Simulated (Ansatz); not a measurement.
## Electronic structure of Cl2FH5OW in real space

Input file:

```
crystal:
  periodic: [false, false, false]
  atoms:
    - { symbol: W, position_ang: [-0.227527, -0.03433, 0.042282] }
    - { symbol: F, position_ang: [-0.611682, -0.635861, 1.793278] }
    - { symbol: H, position_ang: [0.788572, -0.234462, -1.293996] }
    - { symbol: Cl, position_ang: [0.809497, 1.929003, 0.277805] }
    - { symbol: H, position_ang: [-1.679363, 0.715263, -0.296262] }
    - { symbol: Cl, position_ang: [-0.70967, -2.218046, -0.553618] }
    - { symbol: H, position_ang: [-0.602154, 0.181828, -1.601497] }
    - { symbol: O, position_ang: [2.117924, -1.23176, 1.716499] }
    - { symbol: H, position_ang: [2.120745, -2.138189, 1.376842] }
    - { symbol: H, position_ang: [1.349856, -1.228246, 2.335866] }
basis:
  gaussian: { orbitals: def2-SVP }
hamiltonian:
  xc: r2scan
  dispersion: d4
relax:
  f_tol: 0.03
  max_steps: 50
output:
  orbitals: {}
```

Launched as:

```sh
ansatz run input.yaml --threads 4 --pin off --max-ram 5120MiB --backend cpu --events-out ev --progress --plain --runs-dir out
```

The fields are those of the run's last geometry, not of the input's.

Core potentials replace the inner electrons of W.

These are results of RKS r2SCAN-D4/def2-SVP in Ansatz, not measurements.

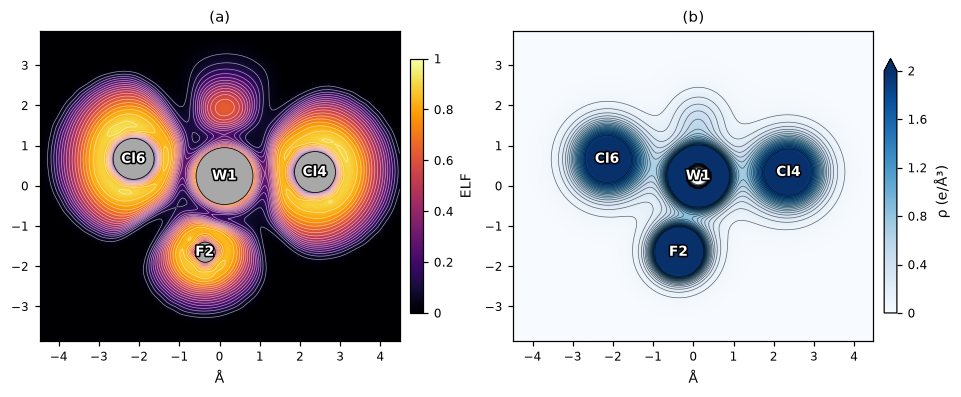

Figure 1. (a) ELF; (b) electron density on the plane of atoms F2, W1 and Cl4. Grey discs cover the atomic cores in the ELF map.

Read the bonding off the picture.

Answer. The plane passes through W, F and Cl nuclei. W–F (1.95 Å): ρ at the midpoint is about 0.88 e/Å³; the ELF peaks at about 0.85 in the valence shell of F, 0.5 Å from its nucleus, and drops to about 0.20 between the two atoms. W–Cl (2.25 Å): ρ at the midpoint is about 0.73 e/Å³; the ELF peaks at about 0.85 in the valence shell of Cl, 0.8 Å from its nucleus, and is about 0.40 at the midpoint. W–Cl (2.30 Å): ρ is about 0.66 e/Å³ halfway; the ELF peaks at about 0.85 in the valence shell of Cl, 0.8 Å from its nucleus, and is about 0.40 at the midpoint.

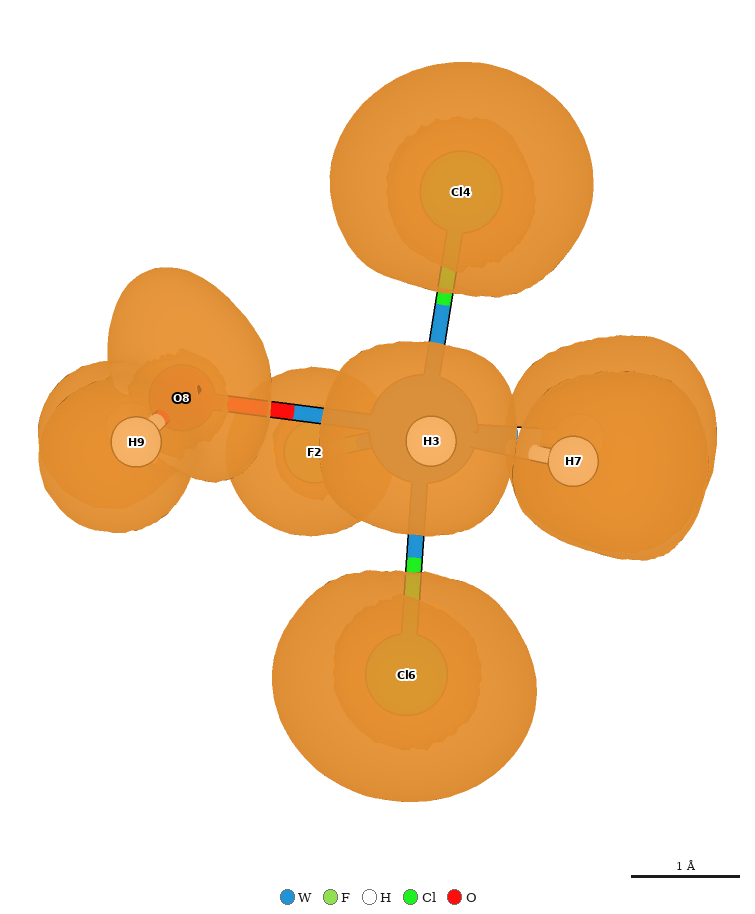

Figure 2. Isosurface of the electron localisation function at 0.75 (orange), seen across its widest extent. Only the valence region is drawn (cores and ρ < 0.01 e/Å³ removed).

Describe the localisation domains.

Answer. At this value the surface marks out three regions around hydrogen nuclei, two regions wrapped around Cl (the valence shell of each), one region wrapped around F (its valence shell) and one joined region spread over several atoms (H, O), in which their bonds and any lone pairs are merged.

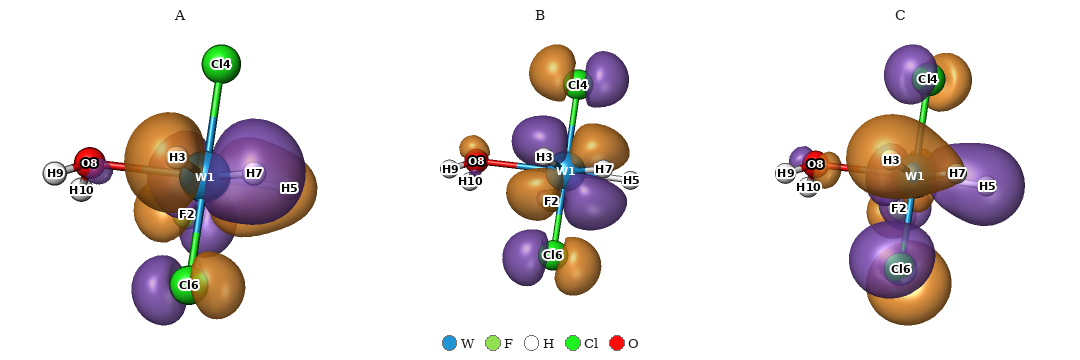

Figure 3. Three frontier orbitals at ±0.1 Å⁻³ᐟ² (orange and purple are the two phases), in no order.

Which picture is the HOMO−1, the HOMO and the LUMO?

Answer. C is the HOMO−1 (−7.50 eV). Its weight (Hirshfeld) is mainly on Cl6 (about 30 %), W1 (about 20 %), H3 (about 15 %), H5 (about 10 %), F2 (about 10 %) and Cl4 (about 5 %). A is the HOMO (−7.07 eV). By Hirshfeld shares it lies mainly on W1 (about 45 %), H7 (about 20 %), F2 (about 15 %), Cl6 (about 10 %) and H3 (about 5 %). B is the LUMO (−4.53 eV). Its weight (Hirshfeld) is mainly on W1 (about 65 %), Cl4 (about 15 %) and Cl6 (about 15 %).

What is the HOMO–LUMO gap?

Answer. 2.54 eV between the orbital energies.
